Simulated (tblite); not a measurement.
**Relaxed scan of C6H9Si (charge +1)**

C6H9Si, charge +1, computed with GFN2-xTB relaxed scan under a harmonic restraint, gas phase (tblite 0.8.0).

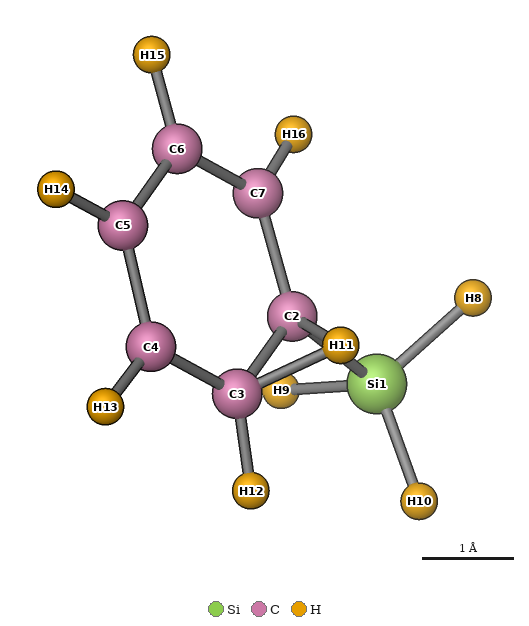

*The structure (ball-and-stick view, seen at a tilt; atoms are numbered from 1 in the order of the input).*

The input
```
{"job": {"xc": "GFN2-xTB", "basis": "xTB", "coordinate": [["d", [10, 1], 1], ["d", [10, 2], -1]], "kind": "drive"}, "charge": 1, "multiplicity": 1}
Si    -2.499270    -0.219164    -0.477455
C     -0.628274    -0.094380     0.040037
C      0.041683     1.195295     0.182553
C      1.446797     1.271885     0.209367
C      2.196461     0.118472     0.175395
C      1.574784    -1.132855     0.078626
C      0.205671    -1.235242    -0.007295
H     -3.000888    -1.394548     0.220535
H     -2.405711    -0.347192    -1.925380
H     -3.072955     1.041709    -0.018499
H     -0.464791     0.526027     1.130739
H     -0.535261     2.107496     0.090776
H      1.926759     2.238107     0.227783
H      3.273951     0.172838     0.182965
H      2.183973    -2.022569     0.020913
H     -0.252378    -2.201314    -0.160052
```

The first line tells a small driver script what to run in tblite; the rest is the geometry in Å.

Launched with:
```bash
OMP_NUM_THREADS=1 python <driver script> task.json out
```

What the program printed
```
point  coordinate     E/eV
  0     -0.144     -507.89763
  1     -0.300     -507.96226
  2     -0.475     -508.14187
  3     -0.648     -508.47435
  4     -0.779     -508.77657
  5     -0.884     -508.98113
  6     -0.978     -509.09869
  7     -1.070     -509.14140
```

Results in brief

- outcome: converged
- hardware: 1 CPU thread, shared host
- wall time: 2.4 s
- peak memory: 0.19 GiB
